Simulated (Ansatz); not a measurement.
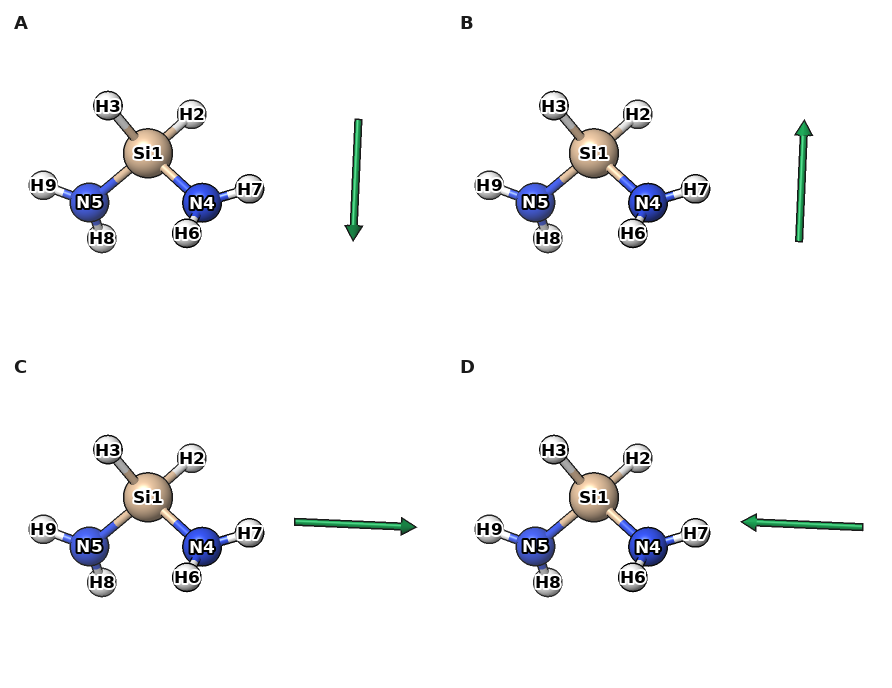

The same molecule four times, each with an arrow. Computed geometry: PBE0-D4/def2-TZVP optimisation. Level of theory: RKS PBE0-D4/def2-TZVP (Ansatz 0.2.0).

Which arrow points along the dipole moment, from the negative to the positive end?

Answer. A. The dipole moment is 0.75 D; it points from the side of H2, H3 to the side of H6, H8 (the outermost atoms at the two ends).
